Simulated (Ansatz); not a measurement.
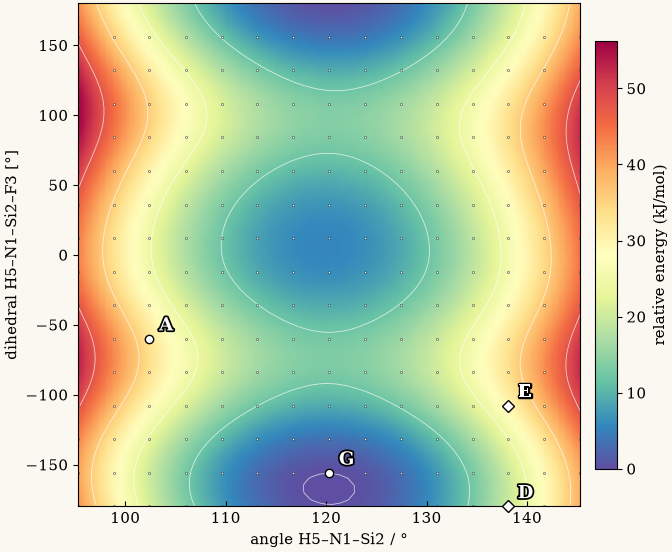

ClFH2NSi, SMILES N[Si](F)Cl, spin multiplicity 2. The first coordinate is: angle H5–N1–Si2; the second: dihedral H5–N1–Si2–F3. Nothing is relaxed (all other coordinates rigid). The grid has 15 × 15 points. Energies are in kJ/mol, from the lowest grid point. These are results of UKS PBE0-D4/def2-SVP (Ansatz), not measurements.

Drawn: a smooth colour map with a few white contour lines, dots at the grid points, lettered points. Between grid points the surface is interpolated.

> Is G the lowest point of the computed grid?

Yes. G, at angle H5–N1–Si2 = 120.3°, dihedral H5–N1–Si2–F3 = −156°, has the lowest energy of the grid.

> What kind of point is each of A, D, E, G: minimum, saddle, maximum or slope?

A: on a slope; D: on a slope; E: on a slope; G: minimum. (In these two coordinates alone; a stationary point may lie a little off the grid point.)
